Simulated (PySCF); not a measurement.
# C₇H₁₈AlN: what the fields show

```yaml
atoms:
  - { symbol: C, position_ang: [2.8912, 0.6882, 0.0031] }
  - { symbol: C, position_ang: [1.8922, -0.2224, 0.7091] }
  - { symbol: N, position_ang: [0.6358, -0.4643, 0.0044] }
  - { symbol: C, position_ang: [0.8435, -1.1044, -1.2850] }
  - { symbol: C, position_ang: [-0.1758, 0.7448, -0.1217] }
  - { symbol: C, position_ang: [-1.6073, 0.4012, -0.5486] }
  - { symbol: C, position_ang: [-2.4640, 1.6665, -0.5360] }
  - { symbol: C, position_ang: [-2.1540, -0.6940, 0.3863] }
  - { symbol: Al, position_ang: [-0.5741, -1.7185, 1.1177] }
  - { symbol: H, position_ang: [3.7874, 0.7737, 0.6119] }
  - { symbol: H, position_ang: [3.1782, 0.2859, -0.9651] }
  - { symbol: H, position_ang: [2.4834, 1.6861, -0.1376] }
  - { symbol: H, position_ang: [2.3450, -1.2031, 0.8891] }
  - { symbol: H, position_ang: [1.6366, 0.1988, 1.6853] }
  - { symbol: H, position_ang: [-0.0781, -1.6131, -1.5738] }
  - { symbol: H, position_ang: [1.1203, -0.3878, -2.0633] }
  - { symbol: H, position_ang: [1.6213, -1.8603, -1.1910] }
  - { symbol: H, position_ang: [0.2756, 1.4568, -0.8254] }
  - { symbol: H, position_ang: [-0.2211, 1.2063, 0.8695] }
  - { symbol: H, position_ang: [-1.5846, 0.0261, -1.5769] }
  - { symbol: H, position_ang: [-2.4911, 2.0974, 0.4631] }
  - { symbol: H, position_ang: [-2.0678, 2.4140, -1.2226] }
  - { symbol: H, position_ang: [-3.4830, 1.4336, -0.8358] }
  - { symbol: H, position_ang: [-3.0102, -1.1762, -0.1003] }
  - { symbol: H, position_ang: [-2.5907, -0.1837, 1.2637] }
  - { symbol: H, position_ang: [-0.0822, -3.1115, 0.6152] }
  - { symbol: H, position_ang: [-0.1464, -1.3136, 2.5701] }
```

Geometry: GFN2-xTB.

The calculation used PySCF 2.14.0, PBE0/pcSseg-1, SCF density, gas phase, non-relativistic.

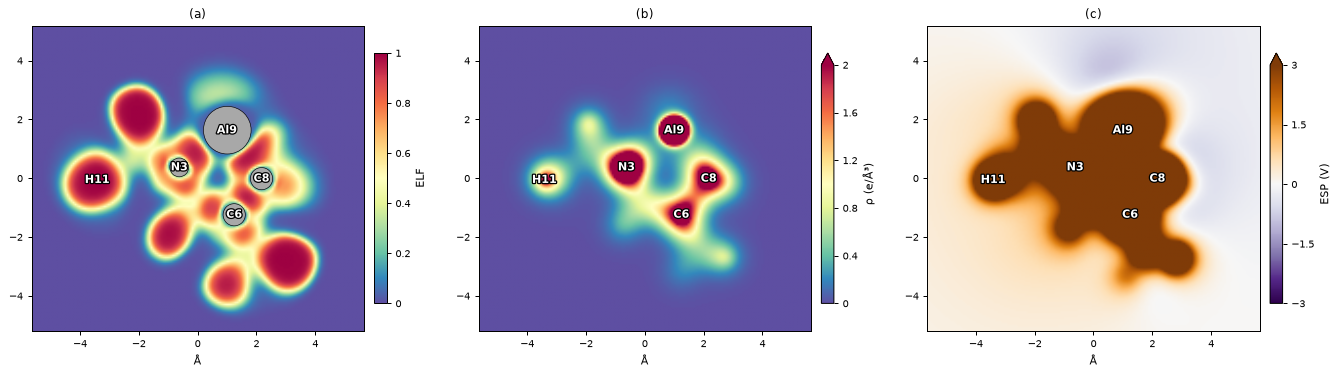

Figure 1. (a) ELF; (b) electron density; (c) molecular electrostatic potential on the plane of atoms N3, Al9 and C8. Grey discs cover the atomic cores in the ELF map.

Read the bonding off the picture.

Atoms in the plane: N, C, Al and H.
C–C (1.54 Å): ρ is about 1.6 e/Å³ halfway; the ELF peaks at about 0.95 between the atoms; localised, covalent bonding.
C–Al (2.02 Å): ρ at the midpoint is about 0.65 e/Å³; the ELF peaks at about 0.95 between the atoms, as expected for a shared but strongly polarised pair.
Al–N (2.07 Å): ρ at the midpoint is about 0.49 e/Å³; the ELF peaks at about 0.95 in the valence shell of N, 0.7 Å from its nucleus, and is about 0.75 at the midpoint.
Outside the dense part of the molecule the potential is most negative (−0.9 V) near H26, which lies off the plane.

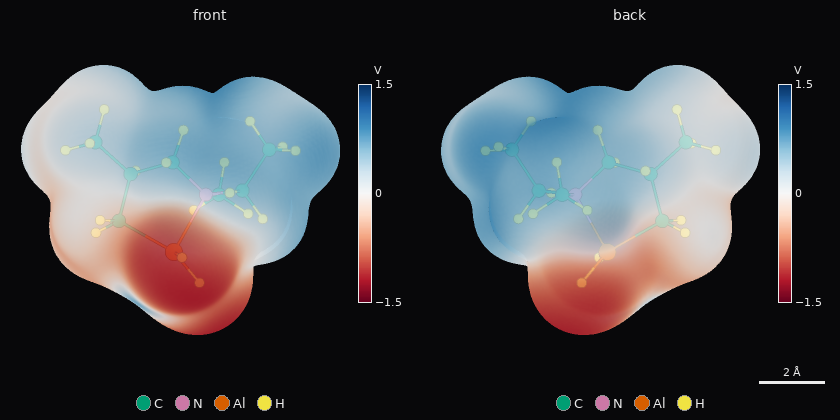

Figure 2. The molecular electrostatic potential painted on the density surface at 0.001 e/bohr³, seen from the front and from behind; red is negative and blue positive.

Where is the surface potential most negative and most positive?

The most negative region (about −1.2 V) lies over H26 and H27, the most positive (about +0.9 V) over H11, H16 and H17.

How polar is the molecule by this calculation?

Its dipole moment is 4.30 D.
